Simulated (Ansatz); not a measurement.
# Cl₂F₂H₂Si₂: one molecule under many settings

Aim: run Cl₂F₂H₂Si₂ under a spread of inputs, and see what each costs and gives.

The runs use Ansatz 0.2.0, Gaussian basis; the settings change from run to run.

**1. The geometry**

An earlier PBE0-D4 in a triple-zeta def2 set relaxation fixed the geometry.

SMILES `F[Si@@H](Cl)[Si@@H](F)Cl`, 8 atoms, charge 0, spin multiplicity 1.

Atoms are counted from 1 here; the program's logs count them from 0.

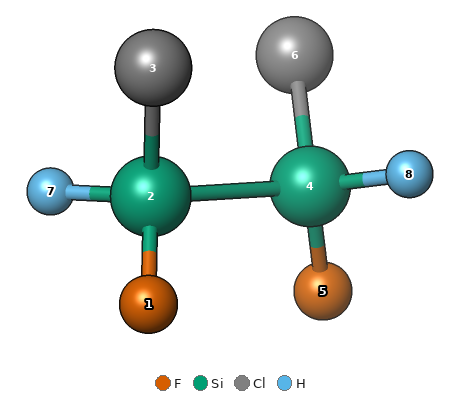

The structure; fluorine orange, silicon teal, chlorine grey, hydrogen blue; atoms are numbered from 1 in the order of the file.

**2. SPW92/ANO-RCC-VTZP**

Options: atoms shaken by 0.08 Å.

Contents of in.yaml:

```yaml
crystal:
  periodic: [false, false, false]
  atoms:
    - {symbol: F, position_ang: [-0.180077, 0.083768, -2.215466]}
    - {symbol: Si, position_ang: [0.351984, 0.572746, -0.936678]}
    - {symbol: Cl, position_ang: [0.254437, 2.491640, -0.500628]}
    - {symbol: Si, position_ang: [-0.492157, -0.539095, 0.755805]}
    - {symbol: F, position_ang: [-0.566331, -2.225152, 0.451281]}
    - {symbol: Cl, position_ang: [0.628577, -0.421659, 2.328987]}
    - {symbol: H, position_ang: [1.908976, 0.423500, -1.083831]}
    - {symbol: H, position_ang: [-1.890355, -0.383112, 1.043055]}
basis:
  gaussian: {orbitals: ANO-RCC-VTZP}
hamiltonian: {xc: {name: SPW92}}
```

Command:

```
> ansatz run in.yaml --threads 4 --pin off --events-out ev --progress --plain --max-ram 10444MiB
```

Output:

```text
Functional definition: SPW92
  name "SPW92"
  cite "Dirac, Proc. Camb. Phil. Soc. 26, 376 (1930) doi:10.1017/S0305004100016108"
  cite "Slater, Phys. Rev. 81, 385 (1951) doi:10.1103/PhysRev.81.385"
  cite "Perdew & Wang, Phys. Rev. B 45, 13244 (1992) doi:10.1103/PhysRevB.45.13244"
  exchange = slater_x
  correlation = pw_c
1884 factors; their error is unknown
mean field evaluation 1: about -46207.4980 eV, gradient 5.0e1 eV
mean field evaluation 2: about -46192.6823 eV, gradient 1.1e2 eV
mean field evaluation 4: about -46211.5748 eV, gradient 6.1e0 eV
mean field evaluation 8: about -46211.6384 eV, gradient 2.0e-1 eV
mean field evaluation 16: about -46211.5933 eV, gradient 2.2e-5 eV
mean field -46211.59326955 eV, -1698.2447293131 hartree, gradient 2.3e-5 eV, S^2 0.000000; 0 other end points of the search recorded, 0 dependent functions left out
reference -46211.59333513 eV, -1698.2447317229 hartree; 41, 41 occupied and 183, 183 virtual orbitals, 1884 factors
Total energy: -46211.59333513 eV, -1698.2447317229 hartree
Relativity: scalar
```

Run time: 3.5 s. Hardware: 4 threads of Arm Neoverse V1, shared host; peak memory 0.49 GiB.

**3. RPA/def2-TZVPP**

Options: a grid of angular degree 47, finite nuclei, the search for lower states set to light.

Contents of in.yaml:

```yaml
crystal:
  periodic: [false, false, false]
  atoms:
    - {symbol: F, position_ang: [-0.169506, 0.136572, -2.338539]}
    - {symbol: Si, position_ang: [0.511415, 0.500375, -0.944283]}
    - {symbol: Cl, position_ang: [0.214632, 2.487074, -0.575014]}
    - {symbol: Si, position_ang: [-0.538212, -0.660270, 0.804231]}
    - {symbol: F, position_ang: [-0.515945, -2.228377, 0.520490]}
    - {symbol: Cl, position_ang: [0.563670, -0.287856, 2.483149]}
    - {symbol: H, position_ang: [1.964600, 0.252838, -1.062689]}
    - {symbol: H, position_ang: [-1.938555, -0.257456, 1.056854]}
basis:
  gaussian: {orbitals: def2-TZVPP, final_grid: {core_spheres: 20, valence_spheres: 16, degree: 47}, nuclear_model: gaussian}
hamiltonian: {xc: {name: HF}}
correlation: {method: rpa}
scf: {lower_state_search: light}
```

Launched as before.

Output:

```text
Functional definition: HF
  name "HF"
  cite "Fock, Z. Phys. 61, 126 (1930) doi:10.1007/BF01340294"
  parent pbe
  exchange = exact_x
  correlation = 0
1561 factors; integrals over basis functions are off by at most 8.9e-4 eV
mean field evaluation 1: about -46181.8972 eV, gradient 4.0e1 eV
mean field evaluation 2: about -46182.2428 eV, gradient 4.0e1 eV
mean field evaluation 4: about -46185.5428 eV, gradient 2.9e0 eV
mean field evaluation 8: about -46185.6071 eV, gradient 2.6e-1 eV
mean field evaluation 16: about -46185.6074 eV, gradient 1.8e-6 eV
mean field -46185.60740197 eV, -1697.2897662933 hartree, gradient 1.8e-6 eV, S^2 0.000000; 0 other end points of the search recorded, 0 dependent functions left out
22 core orbitals not correlated: weight in the atoms' cores, before any rotation towards them, 1.000 or more for the frozen orbitals, at most 0.000 for the correlated occupied ones
reference -46185.60740197 eV, -1697.2897662933 hartree; 19, 19 occupied and 217, 217 virtual orbitals, 1561 factors
Total energy: -46220.85030253 eV, -1698.5849190005 hartree
```

Wall time 6.5 s (4 threads of Arm Neoverse V1, shared host); peak memory 0.68 GiB.

**4. LC-wPBE/STO-3G**

Changes to in.yaml since step 3:

```diff
@@ -12,5 +12,4 @@
 basis:
-  gaussian: {orbitals: def2-TZVPP, final_grid: {core_spheres: 20, valence_spheres: 16, degree: 47}, nuclear_model: gaussian}
-hamiltonian: {xc: {name: HF}}
-correlation: {method: rpa}
-scf: {lower_state_search: light}
+  gaussian: {orbitals: STO-3G}
+hamiltonian: {xc: {name: LC-wPBE}}
+output: {forces: true}
```

The command is unchanged.

Output, shortened:

```text
Functional definition: LC-wPBE
  name "LC-wPBE"
  cite "Vydrov & Scuseria, J. Chem. Phys. 125, 234109 (2006) doi:10.1063/1.2409292"
  cite "Heyd & Scuseria, J. Chem. Phys. 120, 7274 (2004) doi:10.1063/1.1668634"
  cite "Ernzerhof & Perdew, J. Chem. Phys. 109, 3313 (1998) doi:10.1063/1.476928"
  cite "Perdew, Burke & Ernzerhof, Phys. Rev. Lett. 77, 3865 (1996) doi:10.1103/PhysRevLett.77.3865"
  parent pbe
[...]
555 factors; integrals over basis functions are off by at most 2.6e-5 eV
242 factors; integrals over basis functions are off by at most 1.2e-6 eV
[...]
mean field -45719.71497701 eV, -1680.1685354692 hartree, gradient 3.5e-5 eV, S^2 0.000000; 0 other end points of the search recorded, 0 dependent functions left out
[...]
reference -45719.71497701 eV, -1680.1685354693 hartree; 41, 41 occupied and 7, 7 virtual orbitals, 555 factors
Total energy: -45719.71497701 eV, -1680.1685354693 hartree
Atom 0 at    -0.169506     0.136572    -2.338539 Å, force    -0.654560    -0.279824    -1.392665 eV/Å
Atom 1 at     0.511415     0.500375    -0.944283 Å, force     0.902072    -1.651616     1.700120 eV/Å
Atom 2 at     0.214632     2.487074    -0.575014 Å, force    -0.090462     1.337239     0.169589 eV/Å
Atom 3 at    -0.538212    -0.660270     0.804231 Å, force    -0.851532     1.794386    -1.579434 eV/Å
Atom 4 at    -0.515945    -2.228377     0.520490 Å, force     0.029919    -1.550972    -0.196773 eV/Å
Atom 5 at     0.563670    -0.287856     2.483149 Å, force     0.618269     0.216553     1.179647 eV/Å
Atom 6 at     1.964600     0.252838    -1.062689 Å, force    -0.772443     0.220952     0.193768 eV/Å
Atom 7 at    -1.938555    -0.257456     1.056854 Å, force     0.818735    -0.086718    -0.074251 eV/Å
Dipole moment:    -0.179900    -0.526612    -0.456653 e Å
```

It took 0.85 s on 4 threads of Arm Neoverse V1, shared host.

Largest force 2.538 eV/Å, dipole 3.46 D.

**5. BHLYP/ANO-RCC-VTZP**

Set apart from the defaults: charge +1, multiplicity 2, restricted open-shell orbitals, coordinates scaled by 1.25, density fitting with def2-universal-jkfit.

Contents of in.yaml:

```yaml
crystal:
  periodic: [false, false, false]
  atoms:
    - {symbol: F, position_ang: [-0.211882, 0.170714, -2.923173]}
    - {symbol: Si, position_ang: [0.639269, 0.625468, -1.180354]}
    - {symbol: Cl, position_ang: [0.268290, 3.108843, -0.718767]}
    - {symbol: Si, position_ang: [-0.672765, -0.825337, 1.005288]}
    - {symbol: F, position_ang: [-0.644931, -2.785471, 0.650613]}
    - {symbol: Cl, position_ang: [0.704588, -0.359820, 3.103937]}
    - {symbol: H, position_ang: [2.455750, 0.316047, -1.328361]}
    - {symbol: H, position_ang: [-2.423194, -0.321820, 1.321068]}
basis:
  gaussian: {orbitals: ANO-RCC-VTZP, fitting: {mean_field: def2-universal-jkfit}}
total_charge: 1
magnetization: {spin_polarized: false, initial_magnetization: 1}
hamiltonian: {xc: {name: BHLYP}}
```

Same command.

Output, shortened:

```text
Functional definition: BHLYP
  name "BHLYP"
  cite "Becke, J. Chem. Phys. 98, 1372 (1993) doi:10.1063/1.464304"
  cite "Becke, Phys. Rev. A 38, 3098 (1988) doi:10.1103/PhysRevA.38.3098"
  cite "Lee, Yang & Parr, Phys. Rev. B 37, 785 (1988) doi:10.1103/PhysRevB.37.785"
[...]
702 factors; integrals over basis functions are off by at most 6.4e-1 eV
[...]
mean field -46371.07134217 eV, -1704.1054403835 hartree, gradient 2.0e-6 eV, S^2 0.750000; 14 other end points of the search recorded, 0 dependent functions left out
reference -46371.07160494 eV, -1704.1054500403 hartree; 41, 40 occupied and 183, 184 virtual orbitals, 702 factors
Total energy: -46371.07160494 eV, -1704.1054500403 hartree
Relativity: scalar
```

It took 1.9 min on 4 threads of Arm Neoverse V1, shared host; peak memory 1 GiB.

**6. PBE0/cc-pVDZ**

Options: charge +1, multiplicity 2, a grid of angular degree 47, a point charge of 2.00 e beside it, D3(BJ) with three-body dispersion.

Contents of in.yaml:

```yaml
crystal:
  periodic: [false, false, false]
  atoms:
    - {symbol: F, position_ang: [-0.169506, 0.136572, -2.338539]}
    - {symbol: Si, position_ang: [0.511415, 0.500375, -0.944283]}
    - {symbol: Cl, position_ang: [0.214632, 2.487074, -0.575014]}
    - {symbol: Si, position_ang: [-0.538212, -0.660270, 0.804231]}
    - {symbol: F, position_ang: [-0.515945, -2.228377, 0.520490]}
    - {symbol: Cl, position_ang: [0.563670, -0.287856, 2.483149]}
    - {symbol: H, position_ang: [1.964600, 0.252838, -1.062689]}
    - {symbol: H, position_ang: [-1.938555, -0.257456, 1.056854]}
basis:
  gaussian: {orbitals: cc-pVDZ, final_grid: {core_spheres: 20, valence_spheres: 16, degree: 47}, point_charges: [{charge: 2.00, position_ang: [6.322, -0.881, 0.032]}]}
total_charge: 1
magnetization: {spin_polarized: true, initial_magnetization: 1}
hamiltonian: {xc: {name: PBE0}, dispersion: d3bjatm}
```

The command is unchanged.

Output:

```text
Functional definition: PBE0
  name "PBE0"
  cite "Adamo & Barone, J. Chem. Phys. 110, 6158 (1999) doi:10.1063/1.478522"
  cite "Perdew, Burke & Ernzerhof, Phys. Rev. Lett. 77, 3865 (1996) doi:10.1103/PhysRevLett.77.3865"
  parent pbe
  parameter a = 0.25
  parameter kappa = 0.804
  parameter beta = 0.06672455060314922
  exchange = (1 - a)*pbe_x(kappa = kappa, mu = beta*pi^2/3) + a*exact_x
  correlation = pbe_c(beta = beta)
1098 factors; integrals over basis functions are off by at most 1.0e-3 eV
mean field evaluation 1: about -46231.1676 eV, gradient 4.5e1 eV
mean field evaluation 2: about -46202.7570 eV, gradient 1.0e2 eV
mean field evaluation 4: about -46237.4527 eV, gradient 5.2e0 eV
mean field evaluation 8: about -46237.8187 eV, gradient 2.0e-1 eV
mean field evaluation 16: about -46237.8191 eV, gradient 2.0e-3 eV
mean field -46237.81906183 eV, -1699.2085094027 hartree, gradient 4.9e-5 eV, S^2 0.755218; 2 other end points of the search recorded, 0 dependent functions left out
reference -46237.81908782 eV, -1699.2085103579 hartree; 41, 40 occupied and 69, 70 virtual orbitals, 1098 factors
Total energy: -46238.04815124 eV, -1699.2169282835 hartree
```

Run time: 7.5 s. Hardware: 4 threads of Arm Neoverse V1, shared host; peak memory 0.45 GiB.

⟨S²⟩ 0.755.

**7. RPBE/6-31G**

Options: D3(BJ) with three-body dispersion, high accuracy.

Changes to in.yaml since step 6:

```diff
@@ -12,5 +12,5 @@
 basis:
-  gaussian: {orbitals: cc-pVDZ, final_grid: {core_spheres: 20, valence_spheres: 16, degree: 47}, point_charges: [{charge: 2.00, position_ang: [6.322, -0.881, 0.032]}]}
-total_charge: 1
-magnetization: {spin_polarized: true, initial_magnetization: 1}
-hamiltonian: {xc: {name: PBE0}, dispersion: d3bjatm}
+  gaussian: {orbitals: 6-31G}
+hamiltonian: {xc: {name: RPBE}, dispersion: d3bjatm}
+accuracy: high
+output: {forces: true}
```

The command is unchanged.

Output, shortened:

```text
Functional definition: RPBE
  name "RPBE"
  cite "Hammer, Hansen & Nørskov, Phys. Rev. B 59, 7413 (1999) doi:10.1103/PhysRevB.59.7413"
  cite "Perdew, Burke & Ernzerhof, Phys. Rev. Lett. 77, 3865 (1996) doi:10.1103/PhysRevLett.77.3865"
[...]
1680 factors; integrals over basis functions are off by at most 4.4e-8 eV
[...]
mean field -46260.31257033 eV, -1700.0351305937 hartree, gradient 2.5e-8 eV, S^2 0.000000; 0 other end points of the search recorded, 0 dependent functions left out
[...]
reference -46260.31257437 eV, -1700.0351307419 hartree; 41, 41 occupied and 33, 33 virtual orbitals, 1680 factors
Total energy: -46261.92944456 eV, -1700.0945496255 hartree
Atom 0 at    -0.169506     0.136572    -2.338539 Å, force    -1.947375    -1.079179    -3.946468 eV/Å
Atom 1 at     0.511415     0.500375    -0.944283 Å, force     1.776643    -1.326428     3.335494 eV/Å
Atom 2 at     0.214632     2.487074    -0.575014 Å, force    -0.346225     2.560723     0.517062 eV/Å
Atom 3 at    -0.538212    -0.660270     0.804231 Å, force    -0.981969     3.653961    -1.315355 eV/Å
Atom 4 at    -0.515945    -2.228377     0.520490 Å, force     0.062105    -4.448985    -0.854511 eV/Å
Atom 5 at     0.563670    -0.287856     2.483149 Å, force     1.399182     0.530815     2.167073 eV/Å
Atom 6 at     1.964600     0.252838    -1.062689 Å, force     0.522597    -0.088286     0.014325 eV/Å
Atom 7 at    -1.938555    -0.257456     1.056854 Å, force    -0.484958     0.197379     0.082381 eV/Å
Dipole moment:    -0.004652    -0.012960    -0.010613 e Å
```

Run time: 3.8 s. Hardware: 4 threads of Arm Neoverse V1, shared host.

Largest force 4.531 eV/Å, dipole 0.08 D.

**8. r2SCAN50/6-31++G****

This run has multiplicity 3.

Changes to in.yaml since step 7:

```diff
@@ -12,5 +12,4 @@
 basis:
-  gaussian: {orbitals: 6-31G}
-hamiltonian: {xc: {name: RPBE}, dispersion: d3bjatm}
-accuracy: high
-output: {forces: true}
+  gaussian: {orbitals: "6-31++G**"}
+magnetization: {spin_polarized: true, initial_magnetization: 2}
+hamiltonian: {xc: {name: r2SCAN50}}
```

Launched as before.

Output, shortened:

```text
Functional definition: r2SCAN50
  name "r2SCAN50"
  cite "Bursch, Neugebauer, Ehlert & Grimme, J. Chem. Phys. 156, 134105 (2022) doi:10.1063/5.0086040"
  cite "Furness, Kaplan, Ning, Perdew & Sun, J. Phys. Chem. Lett. 11, 8208 (2020) doi:10.1021/acs.jpclett.0c02405"
  cite "Furness, Kaplan, Ning, Perdew & Sun, J. Phys. Chem. Lett. 11, 9248 (2020) doi:10.1021/acs.jpclett.0c03077"
  parent r2scan
[...]
1180 factors; integrals over basis functions are off by at most 1.6e-3 eV
[...]
mean field -46258.28743389 eV, -1699.9607082023 hartree, gradient 8.7e-6 eV, S^2 2.006277; 2 other end points of the search recorded, 0 dependent functions left out
reference -46258.28746111 eV, -1699.9607092023 hartree; 42, 40 occupied and 100, 102 virtual orbitals, 1180 factors
Total energy: -46258.28746111 eV, -1699.9607092023 hartree
```

Run time: 25 s. Hardware: 4 threads of Arm Neoverse V1, shared host; peak memory 0.62 GiB.

⟨S²⟩ 2.006.

**9. wB97X/cc-pVTZ-DK**

Changes to in.yaml since step 8:

```diff
@@ -12,4 +12,3 @@
 basis:
-  gaussian: {orbitals: "6-31++G**"}
-magnetization: {spin_polarized: true, initial_magnetization: 2}
-hamiltonian: {xc: {name: r2SCAN50}}
+  gaussian: {orbitals: cc-pVTZ-DK}
+hamiltonian: {xc: {name: wB97X}}
```

The command is unchanged.

Output, shortened:

```text
Functional definition: wB97X
  name "wB97X"
  cite "Chai & Head-Gordon, J. Chem. Phys. 128, 084106 (2008) doi:10.1063/1.2834918"
  cite "Becke, J. Chem. Phys. 107, 8554 (1997) doi:10.1063/1.475007"
[...]
  # The coefficients of nought are those of the uniform gas.
[...]
      + exact_x_lr(omega)
[...]
      + integral(e_c_pw_opposite_spin*poly(b97_u_opposite, 1, cos1, cos2, cos3, cos4))
1556 factors; their error is unknown
281 factors; integrals over basis functions are off by at most 2.6e-5 eV
[...]
mean field -46390.73812835 eV, -1704.8281814453 hartree, gradient 3.3e-5 eV, S^2 0.000000; 0 other end points of the search recorded, 0 dependent functions left out
reference -46390.73809564 eV, -1704.8281802431 hartree; 41, 41 occupied and 183, 183 virtual orbitals, 1556 factors
Total energy: -46390.73809564 eV, -1704.8281802431 hartree
Relativity: scalar
```

Wall time 9 s (4 threads of Arm Neoverse V1, shared host); peak memory 0.74 GiB.

**10. wB97/cc-pVTZ**

Set apart from the defaults: high accuracy.

Changes to in.yaml since step 9:

```diff
@@ -12,3 +12,5 @@
 basis:
-  gaussian: {orbitals: cc-pVTZ-DK}
-hamiltonian: {xc: {name: wB97X}}
+  gaussian: {orbitals: cc-pVTZ}
+hamiltonian: {xc: {name: wB97}}
+accuracy: high
+output: {forces: true}
```

The command is unchanged.

Output, shortened:

```text
Functional definition: wB97
  name "wB97"
  cite "Chai & Head-Gordon, J. Chem. Phys. 128, 084106 (2008) doi:10.1063/1.2834918"
  cite "Becke, J. Chem. Phys. 107, 8554 (1997) doi:10.1063/1.475007"
[...]
  # The coefficients of nought are those of the uniform gas.
[...]
      + integral(e_c_pw_opposite_spin*poly(b97_u_opposite, 1, cos1, cos2, cos3, cos4))
3798 factors; integrals over basis functions are off by at most 5.2e-9 eV
792 factors; integrals over basis functions are off by at most 2.5e-9 eV
[...]
mean field -46275.63436981 eV, -1700.5981963390 hartree, gradient 6.3e-8 eV, S^2 0.000000; 0 other end points of the search recorded, 0 dependent functions left out
[...]
reference -46275.63436878 eV, -1700.5981963010 hartree; 41, 41 occupied and 183, 183 virtual orbitals, 3798 factors
Total energy: -46275.63436878 eV, -1700.5981963010 hartree
Atom 0 at    -0.169506     0.136572    -2.338539 Å, force    -0.260560    -0.113762    -0.489550 eV/Å
Atom 1 at     0.511415     0.500375    -0.944283 Å, force     0.308590    -0.000972     0.491049 eV/Å
Atom 2 at     0.214632     2.487074    -0.575014 Å, force    -0.016151     0.075921     0.009417 eV/Å
Atom 3 at    -0.538212    -0.660270     0.804231 Å, force    -0.112748     0.569320    -0.000464 eV/Å
Atom 4 at    -0.515945    -2.228377     0.520490 Å, force     0.031316    -0.557068    -0.092521 eV/Å
Atom 5 at     0.563670    -0.287856     2.483149 Å, force     0.042520     0.007546     0.063128 eV/Å
Atom 6 at     1.964600     0.252838    -1.062689 Å, force    -0.047952     0.015711     0.021652 eV/Å
Atom 7 at    -1.938555    -0.257456     1.056854 Å, force     0.054983     0.003304    -0.002711 eV/Å
Dipole moment:     0.007315     0.022044     0.019737 e Å
```

Wall time 40 s (4 threads of Arm Neoverse V1, shared host); peak memory 1.8 GiB.

Largest force 0.580 eV/Å, dipole 0.15 D.

**11. The runs in one table**

```tsv
level	charge	multiplicity	geometry	functions	energy (eV)	time
SPW92/ANO-RCC-VTZP	0	1	shaken	224	-46211.593	3.5 s
RPA/def2-TZVPP	0	1	relaxed	258	-46220.850	6.5 s
LC-wPBE/STO-3G	0	1	relaxed	48	-45719.715	0.85 s
BHLYP/ANO-RCC-VTZP	1	2	scaled	224	-46371.072	1.9 min
PBE0/cc-pVDZ	1	2	relaxed, point charge	110	-46238.048	7.5 s
RPBE/6-31G	0	1	relaxed	74	-46261.929	3.8 s
r2SCAN50/6-31++G**	0	3	relaxed	142	-46258.287	25 s
wB97X/cc-pVTZ-DK	0	1	relaxed	224	-46390.738	9 s
wB97/cc-pVTZ	0	1	relaxed	224	-46275.634	40 s
```

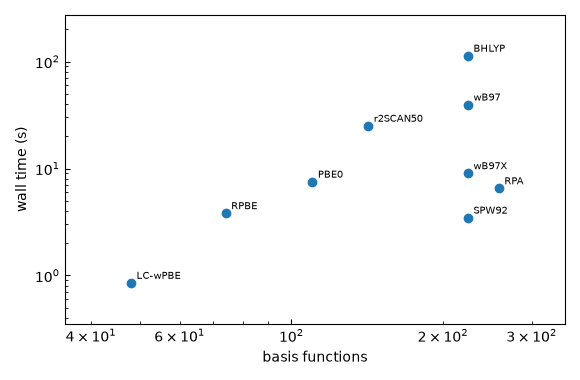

Wall time against the number of basis functions (shared host).

**12. Outcome**

| quantity | value |
| --- | --- |
| runs | 9 |
| quickest | LC-wPBE/STO-3G, 0.85 s |
| slowest | BHLYP/ANO-RCC-VTZP, 1.9 min |
| spread of total energies, same state and geometry | 671.0 eV |
| dipole, same state and geometry | 0.08 to 3.46 D |

What this shows: BHLYP/ANO-RCC-VTZP took 133 times as long as LC-wPBE/STO-3G. The jobs differ in tasks and options as well as level. The totals spread over 671 eV; they can't be compared across methods or bases. Some of these runs are scalar-relativistic and others not, which shifts the totals of all-electron atoms past neon by eV; core potentials, where a basis has them, take the core out of the total altogether. At the PBE0-D4/def2-TZVP geometry and in the same state, runs without warnings or point charges leave forces up to 4.53 eV/Å (RPBE/6-31G).
